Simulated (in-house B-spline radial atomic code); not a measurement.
# P⁺: a fraction of an electron moved 3p → 3d

Aim: the energy of P⁺ as a fraction of an electron is moved 3p → 3d, to see how far it bends away from a straight line.

Program: in-house B-spline radial atomic code version 1. Level of theory: scalar-relativistic (spin-free one-electron X2C) LDA (Slater, PW92), spin-polarised, spherical fractional occupations, Fermi nucleus, basis-set limit. These are calculated values, not measurements, unless marked.

## Step 1: The atom as given

| Quantity | Value |
| --- | --- |
| element | phosphorus (Z = 15) |
| charge | +1 |
| electrons | 14 |
| configuration | [Ne] 3s2 3p2 |
| Hamiltonian | scalar-relativistic (X2C) |
| nucleus | Fermi, rms radius 3.189 fm |

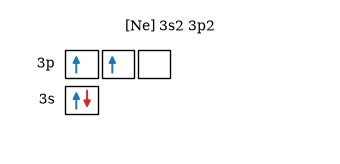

The shells outside the core, filled by Hund's rule for the drawing.

Where spins are not typed, each open shell is filled with up spins first.

## Step 2: The start, at fraction 0

Input settings:

```ini
Z = 15
electrons = 14.0
configuration = [Ne] 3s2 3p2
hamiltonian = x2c
method = lda,pw
spin_polarised = True
nucleus = fermi
rms_radius = 3.1889
mass_number = 31
atomic_mass = 30.97376199768
speed_of_light = 137.035999084
```

## Step 3: 0.125 electron moved 3p → 3d

Settings: those of step 2 with these lines changed.

```diff
@@ -2,3 +2,3 @@
 electrons = 14.0
-configuration = [Ne] 3s2 3p2
+configuration = [Ne] 3s2 3p1.875 3d0.125
 hamiltonian = x2c
```

## Step 4: 0.25 electron moved 3p → 3d

Settings: those of step 3 with these lines changed.

```diff
@@ -2,3 +2,3 @@
 electrons = 14.0
-configuration = [Ne] 3s2 3p1.875 3d0.125
+configuration = [Ne] 3s2 3p1.75 3d0.25
 hamiltonian = x2c
```

## Step 5: 0.375 electron moved 3p → 3d

Settings: those of step 4 with these lines changed.

```diff
@@ -2,3 +2,3 @@
 electrons = 14.0
-configuration = [Ne] 3s2 3p1.75 3d0.25
+configuration = [Ne] 3s2 3p1.625 3d0.375
 hamiltonian = x2c
```

## Step 6: 0.5 electron moved 3p → 3d

Settings: those of step 5 with these lines changed.

```diff
@@ -2,3 +2,3 @@
 electrons = 14.0
-configuration = [Ne] 3s2 3p1.625 3d0.375
+configuration = [Ne] 3s2 3p1.5 3d0.5
 hamiltonian = x2c
```

## Step 7: 0.625 electron moved 3p → 3d

Settings: those of step 6 with these lines changed.

```diff
@@ -2,3 +2,3 @@
 electrons = 14.0
-configuration = [Ne] 3s2 3p1.5 3d0.5
+configuration = [Ne] 3s2 3p1.375 3d0.625
 hamiltonian = x2c
```

## Step 8: 0.75 electron moved 3p → 3d

Settings: those of step 7 with these lines changed.

```diff
@@ -2,3 +2,3 @@
 electrons = 14.0
-configuration = [Ne] 3s2 3p1.375 3d0.625
+configuration = [Ne] 3s2 3p1.25 3d0.75
 hamiltonian = x2c
```

## Step 9: 0.875 electron moved 3p → 3d

Settings: those of step 8 with these lines changed.

```diff
@@ -2,3 +2,3 @@
 electrons = 14.0
-configuration = [Ne] 3s2 3p1.25 3d0.75
+configuration = [Ne] 3s2 3p1.125 3d0.875
 hamiltonian = x2c
```

## Step 10: 1 electron moved 3p → 3d

Settings: those of step 9 with these lines changed.

```diff
@@ -2,3 +2,3 @@
 electrons = 14.0
-configuration = [Ne] 3s2 3p1.125 3d0.875
+configuration = [Ne] 3s2 3p1 3d1
 hamiltonian = x2c
```

Before running: How does the energy change with the fraction, and which way and how far does it bend from the straight line between the ends?

As calculated:

| fraction | energy change (eV) | less the straight line (eV) | level 3p up (eV) | level 3d up (eV) | sum of <r²> (bohr²) |
| --- | --- | --- | --- | --- | --- |
| 0 | 0.0000 | 0.0000 | -14.992 | empty | 20.588 |
| 0.125 | 1.3372 | -0.0267 | -15.264 | -4.545 | 21.704 |
| 0.25 | 2.6806 | -0.0473 | -15.527 | -4.750 | 22.763 |
| 0.375 | 4.0317 | -0.0601 | -15.780 | -4.938 | 23.741 |
| 0.5 | 5.3911 | -0.0647 | -16.022 | -5.113 | 24.640 |
| 0.625 | 6.7589 | -0.0608 | -16.254 | -5.278 | 25.467 |
| 0.75 | 8.1350 | -0.0487 | -16.477 | -5.435 | 26.228 |
| 0.875 | 9.5193 | -0.0283 | -16.690 | -5.584 | 26.932 |
| 1 | 10.9116 | 0.0000 | -16.896 | -5.727 | 27.585 |

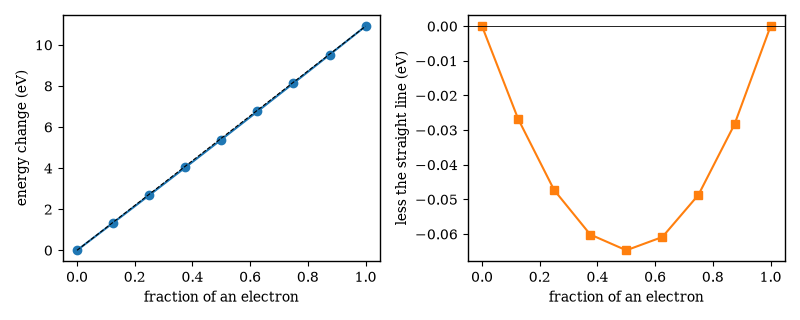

Energy against the fraction, with the straight line between the ends (left), and the difference from it (right).

From fraction 0 to 1 the energy changes by 10.912 eV. It sags under the straight line by up to 0.06 eV (at 0.5). Slater's transition state, the slope from the orbital energies at fraction 0.5 (Janak's theorem), gives 10.909 eV for the whole step.
